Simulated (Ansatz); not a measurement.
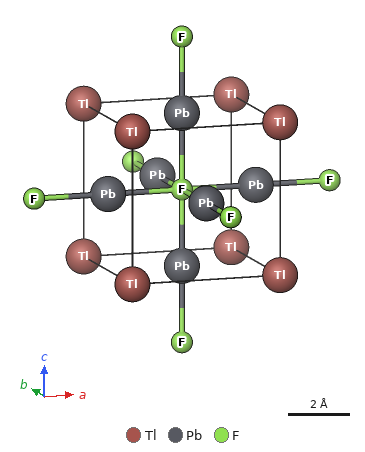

This is the input geometry for a relaxation of crystalline TlPb₃F (a generated structure, set up in Pm-3m). A ball-and-stick model of the cell of the calculation, seen slightly off an axis.

All numbers below come from Ansatz, DFT PBE, scalar-relativistic, plane waves, PAW.

Input file:
```yaml
crystal:
  lattice:
    - [5.17165426, 0.0, 0.0]
    - [0.0, 5.17165426, 0.0]
    - [0.0, 0.0, 5.17165426]
  atoms:
    - { symbol: Tl, position: [0.0, 0.0, 0.0] }
    - { symbol: Pb, position: [0.5, 0.5, 0.0] }
    - { symbol: Pb, position: [0.5, 0.0, 0.5] }
    - { symbol: Pb, position: [0.0, 0.5, 0.5] }
    - { symbol: F, position: [0.5, 0.5, 0.5] }
basis:
  ecutwfc: 420
kpoints:
  mp_grid: { grid: [8, 8, 8] }
hamiltonian:
  xc: pbe
scf:
  occupations: { method: gaussian, width: 0.1 }
output:
  forces: true
  stress: true
  eigenvalues: true
  write_density: true
  write_potential: true
  elf: true
  volumetric_format: npy
relax:
  adjacent_minimum: "off"
  f_tol: 0.01
  max_steps: 80
  cell: { stress_tol: 0.05 }
```

Run as
```bash
ansatz run input.yaml --threads 1 --pin off --max-ram 2048MiB --backend cpu --events-out ev --progress --plain --runs-dir out
```

Question: What does the optimiser find from here?

Answer: Over 2 accepted moves (3 points after the start) the energy falls by 4.7 meV per atom. All forces vanish by symmetry, so only the cell relaxes. Pressure: 1.51 GPa at the start and 0.01 GPa at the end. At 1 point the geometry stayed and the basis and grid were re-selected for the new cell (energy shift of 0.8 meV per atom at most each time). No atom moves by more than 0.005 Å relative to the cell. Cell: a = b = c 5.172 → 5.235 Å (+1.2 %). Volume +3.7 %. Among the contacts that change: Pb2–F5 2.586 → 2.617 Å. The space group stays Pm-3m (No. 221). Cost: 64 s on 1 thread of Arm Neoverse V1, on a shared host, peak memory 0.47 GiB.

The structure at the end:

```xyz
5
Lattice="5.2345 0.0000 0.0000 0.0000 5.2345 0.0000 0.0000 0.0000 5.2345" Properties=species:S:1:pos:R:3 pbc="T T T"
Tl    5.2345    5.2345    5.2345
Pb    2.6173    2.6173    5.2345
Pb    2.6173    5.2345    2.6173
Pb    5.2345    2.6173    2.6173
F     2.6173    2.6173    2.6173
```

The end point in the same view:

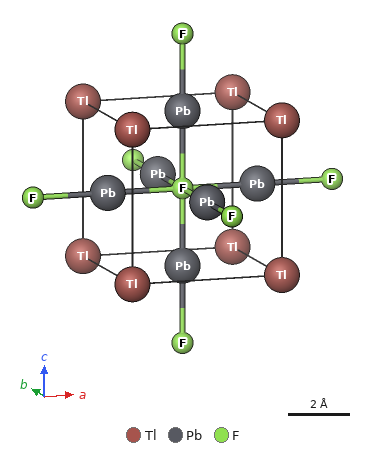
